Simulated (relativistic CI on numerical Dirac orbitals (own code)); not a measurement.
```
atom Co  Z=27  charge=2  electrons=25
nucleus A=59  rms_radius_fm=3.7875
hamiltonian dirac-coulomb  breit=on  qed=on  c_scale=1
orbitals kli  potential=per-configuration
slater_scale 0.9
correlation none
mixing on
configurations
  [Ar] 3d7
  [Ne] 3s2 3p5 3d8
end
absorption M2,3 T=80 lorentz=0.8 gauss=0.3
crystal_field free
```

Multiplet model: relativistic Dirac–Coulomb–Breit theory, one configuration a step, Slater integrals scaled by 0.9, 80 K, Voigt broadening (Lorentzian 0.8 eV, Gaussian 0.3 eV full widths), computed with a radial Dirac CI code. Dichroism is for the ground state at zero temperature, magnetised by an exchange field of 10 meV on Sz (linear: z less the mean of x and y).

The M₂,₃ X-ray absorption spectrum that results:

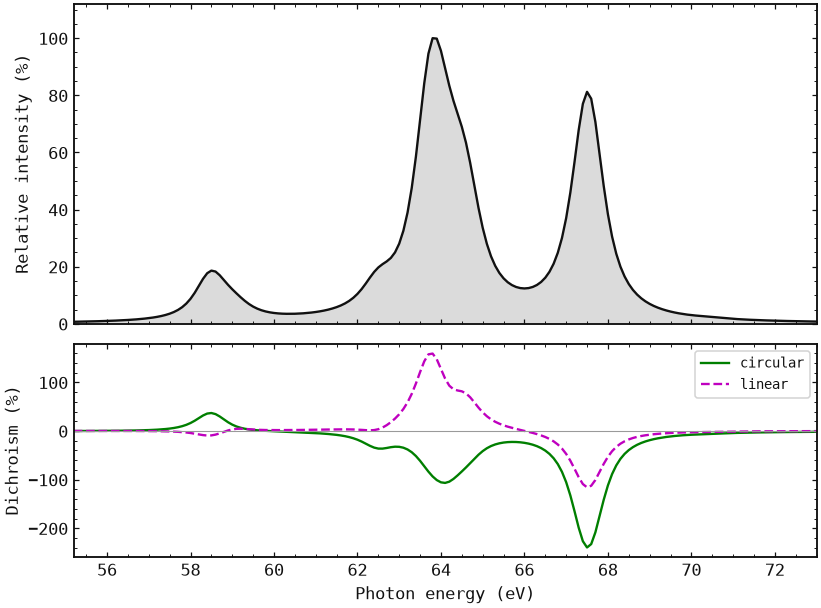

The main maxima lie at 58.5 eV (19), 63.8 eV (100) and 67.5 eV (81), heights in % of the largest; the centroid is at 64.7 eV. The ground state has S = 1.50. The circular dichroism (Δm = −1 less Δm = +1) is largest at 67.5 eV, −239 % of the isotropic maximum. The magnetised ground state has ⟨Lz⟩ = −3.00 and ⟨Sz⟩ = −1.50.

Known limits: free-ion energies, so absolute edge positions are off by a few eV from solids; core and valence shell share one n, so the strongest features autoionise and are far broader and can lie several eV off in experiment.
